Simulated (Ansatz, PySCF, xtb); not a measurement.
Torsion H4–O1–B2–Cl3 in BClH2O (SMILES OBCl); at each angle all else is relaxed with GFN2-xTB, and the levels are single points there.
Geometry at 0° (charge 0, multiplicity 1):
```json
[
 {"atom": "O", "x (Å)": "-0.9751", "y (Å)": "-0.1621", "z (Å)": "-0.3672"},
 {"atom": "B", "x (Å)": "0.1652", "y (Å)": "0.4857", "z (Å)": "-0.2145"},
 {"atom": "Cl", "x (Å)": "1.0060", "y (Å)": "0.4944", "z (Å)": "1.3016"},
 {"atom": "H", "x (Å)": "-1.3412", "y (Å)": "-0.6371", "z (Å)": "0.3831"},
 {"atom": "H", "x (Å)": "0.6084", "y (Å)": "1.0627", "z (Å)": "-1.1293"}
]
```
Energies count from the point at 0°.

Correlated levels freeze the cores. CBS(a, b) extrapolates the correlation energy as X⁻³ and adds the Hartree–Fock energy of set b. Rows in STO-3G carry no dispersion term and start afresh at each structure.

The values were computed with Ansatz (a quantum-chemistry and plane-wave program) with Gaussian orbitals; PySCF for STO-3G rows, the dispersion terms; xtb for the GFN methods. Each number belongs to the level named beside it.

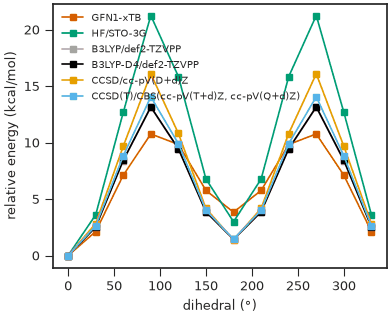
*Relative energy along the coordinate*

Task: Read off the GFN1-xTB curve at dihedral = 270.

Result: about 11 kcal/mol
